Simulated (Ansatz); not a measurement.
## Be (P6_3/mmc): Drude plasma energy along x against volume

The cell of Be (P6_3/mmc) is scaled evenly and the response computed anew at each volume, on one mesh. x, y and z are the Cartesian axes of the input cell.

Symmetry: P6_3/mmc, No. 194, hexagonal system. The conventional cell has a = 2.285 Å, b = 2.285 Å, c = 3.584 Å, α = 90.00°, β = 90.00°, γ = 120.00°. Be on site c has 12 Be at 2.23 to 2.29 Å as nearest neighbours.

Method: Ansatz 0.2.0, LDA, independent particles, k-mesh 21×21×11 with interpolation inside its cells, Gaussian parameter 0.1 eV.

Launch of the response step: `ansatz run input.yaml --threads 4 --pin off --max-ram 8192MiB --backend cpu --events-out ev --progress --plain --runs-dir out`. The series took 4.0 min in all, on 4 threads of Intel(R) Xeon(R) Processor @ 2.70GHz, with other jobs on the host.

| V/V₀ | V (Å³, primitive cell) | Drude plasma energy along x (eV) |
| --- | --- | --- |
| 0.94 | 15.24 | 6.201 |
| 0.96 | 15.56 | 6.146 |
| 0.98 | 15.89 | 6.093 |
| 1.00 | 16.21 | 6.041 |
| 1.02 | 16.54 | ? |
| 1.04 | 16.86 | 5.942 |
| 1.06 | 17.18 | 5.894 |

For small changes the quantity should be close to linear in ln V.

Working, on the rows shown:

| x = ln(V/V₀) | y = Drude plasma energy along x |
| --- | --- |
| -0.0618754 | 6.201 |
| -0.040822 | 6.146 |
| -0.0202027 | 6.093 |
| 0 | 6.041 |
| 0.0392207 | 5.942 |
| 0.0582689 | 5.894 |

Means: x̄ = -0.0042351, ȳ = 6.0528. Σ(x − x̄)(y − ȳ) = -0.02738, Σ(x − x̄)² = 0.01073. Slope = -0.02738 / 0.01073 = -2.552; intercept = ȳ − slope · x̄ = 6.042. The line misses the rows shown by at most 0.001 eV.

Problem. What does the fit predict for the withheld row, and how well does it do?

Solution. At x = 0.019803 the line gives y = 5.9915 eV. The run gave 5.991 eV, so the interpolation holds to the digits printed.

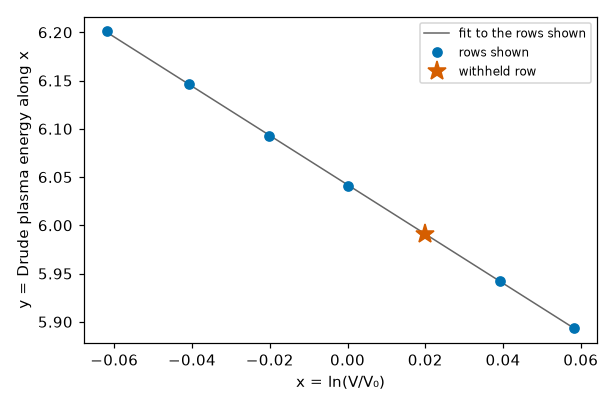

Between the rows on either side of x = 0 the slope is (5.991 − 6.093) / (0.019803 − (-0.020203)) = -2.55. So d ln ωp/d ln V = -0.42; free electrons would give −0.50. The values come from a sum over the points of one k-mesh and carry its error, which is largest for Fermi-surface quantities.
